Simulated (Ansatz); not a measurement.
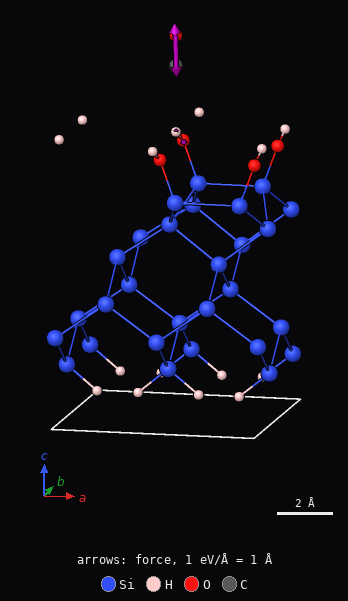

Starting geometry of a slab of composition Si24H12CO5 (cut from the Fd-3m phase) with the computed forces as purple arrows. A ball-and-stick model of the cell of the calculation, outlined in the plane, without the vacuum (origin shifted), seen slightly off an axis.

Case: 1 CO a cell, upright, over a top H site. The slab is the (1 0 0) face of Si with CO on it. 12 atoms are held fixed.

All numbers below come from DFT PBE+D3(BJ), scalar-relativistic, plane waves, PAW (Ansatz). Settings: plane-wave cutoff 420 eV; k-point mesh 2 × 2 × 1; occupations gaussian; smearing width 0.05 eV; no spin polarisation; dipole correction; atoms relaxed in a fixed cell; force threshold 0.04 eV/Å; at most 100 steps.

> Is this structure relaxed? If not, where do the atoms go?

It isn't relaxed: the largest force vector, on the C atom, is 1.68 eV/Å. The final displacements have little in common with the starting forces (cosine between the two patterns 0.09). After 34 accepted moves (41 points after the start) the energy has fallen by 0.339 eV per cell of the calculation. Largest force component: 1.7 eV/Å at the start, 0.025 eV/Å at the end. The line search rejected the trial steps at points 1, 11 of the run. 5 steps only repeated the SCF at the same geometry. The forces were under the threshold at step 25, but the run went on from there. The largest move is that of an O atom, 3.00 Å at 58° to the normal (−c side). Largest moves by element: O 3.00 Å, C 2.00 Å, H 0.64 Å, Si 0.09 Å. The cell doesn't change. Among the contacts that change: Si–Si 2.367 → 2.388 Å, H–Si 1.477 → 1.496 Å, C–O 1.150 → 1.133 Å, Si–Si 2.367 → 2.350 Å. Bond angles that change, for instance: Si–Si–H 111.2° → 98.1°, Si–Si–H 111.5° → 98.6°, Si–Si–H 111.5° → 98.6°. Cost: 8.5 min on 4 threads of Intel(R) Xeon(R) Platinum 8488C (Sapphire Rapids), with other jobs on the host, peak memory 4.2 GiB.

Limits of the set-up: the periodic images lie only 7.7 Å apart, so the values are limited by the cell's size.
